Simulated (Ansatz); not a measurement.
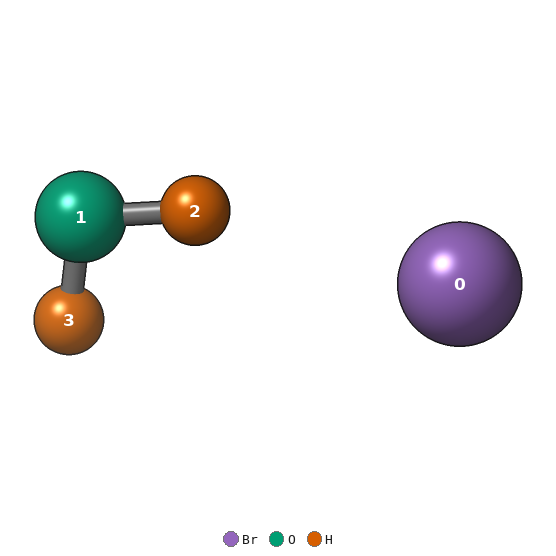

Starting geometry of the run. Atoms are numbered from 0, in the order of the input.

Input file:

```yaml
crystal:
  periodic: [false, false, false]
  atoms:
    - {symbol: Br, position_ang: [0.032800, 0.169800, -2.195700]}
    - {symbol: O, position_ang: [0.035900, 0.173800, 1.061500]}
    - {symbol: H, position_ang: [0.114100, 0.413200, 0.114500]}
    - {symbol: H, position_ang: [-0.182700, -0.756800, 1.019700]}
basis:
  gaussian: {orbitals: def2-SVPD}
total_charge: -1
hamiltonian: {xc: pbe, dispersion: d4}
relax: {f_tol: 0.03, max_steps: 250}
```

It was started with:

```sh
ansatz run in.yaml --threads 2 --pin off --events-out ev --progress --plain --max-ram 5222MiB
```

Result:

```
Functional definition: PBE
  name "PBE"
  cite "Perdew, Burke & Ernzerhof, Phys. Rev. Lett. 77, 3865 (1996) doi:10.1103/PhysRevLett.77.3865"
  parent pbe
  parameter kappa = 0.804
  parameter beta = 0.06672455060314922
  exchange = pbe_x(kappa = kappa, mu = beta*pi^2/3)
  correlation = pbe_c(beta = beta)
752 factors; their error is unknown
mean field evaluation 1: about -72105.9117 eV, gradient 1.8e1 eV
mean field evaluation 2: about -72105.3933 eV, gradient 2.5e1 eV
mean field evaluation 4: about -72106.4056 eV, gradient 6.9e-1 eV
mean field evaluation 8: about -72106.3750 eV, gradient 1.4e-1 eV
mean field evaluation 16: about -72106.3751 eV, gradient 2.9e-5 eV
mean field -72106.37505904 eV, -2649.8604079634 hartree, gradient 2.9e-5 eV, S^2 0.000000; 0 other end points of the search recorded, 0 dependent functions left out
the calculation of the forces begins
reference -72106.37509339 eV, -2649.8604092258 hartree; 23, 23 occupied and 57, 57 virtual orbitals, 752 factors
relax step   1: F+E_penalty+E_count = -72106.40754571 eV  Δ(F+E_penalty+E_count) = +0.000e0 eV  max|allowed force component| = 9.816e-1 eV/Å  Δτ_max = 0.0000 Å  (25 SCF iters, accepted)
these checks for a lower state are left out or cut short: starts, cluster_reference, orbital_swaps, neighbouring_geometries, increment
752 factors; their error is unknown
mean field -72106.39125866 eV, -2649.8610032885 hartree, gradient 6.6e-6 eV, S^2 0.000000; 0 other end points of the search recorded, 0 dependent functions left out
the calculation of the forces begins
reference -72106.39129311 eV, -2649.8610045544 hartree; 23, 23 occupied and 57, 57 virtual orbitals, 752 factors
relax step   2: F+E_penalty+E_count = -72106.42298608 eV  Δ(F+E_penalty+E_count) = -1.544e-2 eV  max|allowed force component| = 1.436e-1 eV/Å  Δτ_max = 0.0645 Å  (29 SCF iters, accepted)
these checks for a lower state are left out or cut short: starts, cluster_reference, orbital_swaps, neighbouring_geometries, increment
752 factors; their error is unknown
mean field -72106.36782045 eV, -2649.8601419502 hartree, gradient 8.2e-6 eV, S^2 0.000000; 0 other end points of the search recorded, 0 dependent functions left out
the calculation of the forces begins
reference -72106.36785497 eV, -2649.8601432187 hartree; 23, 23 occupied and 57, 57 virtual orbitals, 752 factors
relax step   3: F+E_penalty+E_count = -72106.39958943 eV  Δ(F+E_penalty+E_count) = +2.340e-2 eV  max|allowed force component| = 7.921e-1 eV/Å  Δτ_max = 0.1060 Å  (34 SCF iters, rejected (line search))
these checks for a lower state are left out or cut short: starts, cluster_reference, orbital_swaps, neighbouring_geometries, increment
752 factors; their error is unknown
mean field evaluation 32: about -72106.4242 eV, gradient 6.2e-1 eV
mean field -72106.39214434 eV, -2649.8610358366 hartree, gradient 7.4e-6 eV, S^2 0.000000; 0 other end points of the search recorded, 0 dependent functions left out
the calculation of the forces begins
reference -72106.39217879 eV, -2649.8610371024 hartree; 23, 23 occupied and 57, 57 virtual orbitals, 752 factors
relax step   4: F+E_penalty+E_count = -72106.42393890 eV  Δ(F+E_penalty+E_count) = -9.528e-4 eV  max|allowed force component| = 1.334e-1 eV/Å  Δτ_max = 0.0051 Å  (30 SCF iters, accepted)
these checks for a lower state are left out or cut short: starts, cluster_reference, orbital_swaps, neighbouring_geometries, increment
752 factors; their error is unknown
mean field -72106.39520257 eV, -2649.8611482243 hartree, gradient 6.7e-6 eV, S^2 0.000000; 0 other end points of the search recorded, 0 dependent functions left out
the calculation of the forces begins
reference -72106.39523700 eV, -2649.8611494897 hartree; 23, 23 occupied and 57, 57 virtual orbitals, 752 factors
relax step   5: F+E_penalty+E_count = -72106.42730866 eV  Δ(F+E_penalty+E_count) = -3.370e-3 eV  max|allowed force component| = 1.565e-2 eV/Å  Δτ_max = 0.0284 Å  (27 SCF iters, accepted)
752 factors; their error is unknown
mean field -72106.39520257 eV, -2649.8611482243 hartree, gradient 9.8e-6 eV, S^2 0.000000; 1 other end points of the search recorded, 0 dependent functions left out
the calculation of the forces begins
reference -72106.39523700 eV, -2649.8611494897 hartree; 23, 23 occupied and 57, 57 virtual orbitals, 752 factors
Total energy: -72106.42734309 eV, -2649.8623293668 hartree
Atom 0 at     0.048203     0.203282    -2.220449 Å, force    -0.000495     0.001548     0.014834 eV/Å
Atom 1 at     0.048769     0.190594     1.065243 Å, force    -0.003966    -0.005744     0.006838 eV/Å
Atom 2 at     0.087384     0.359044     0.078137 Å, force     0.000888    -0.008278    -0.015650 eV/Å
Atom 3 at    -0.184256    -0.752921     1.077069 Å, force     0.003572     0.012474    -0.006022 eV/Å
Dipole moment:    -0.059503    -0.239922     0.040566 e Å
```
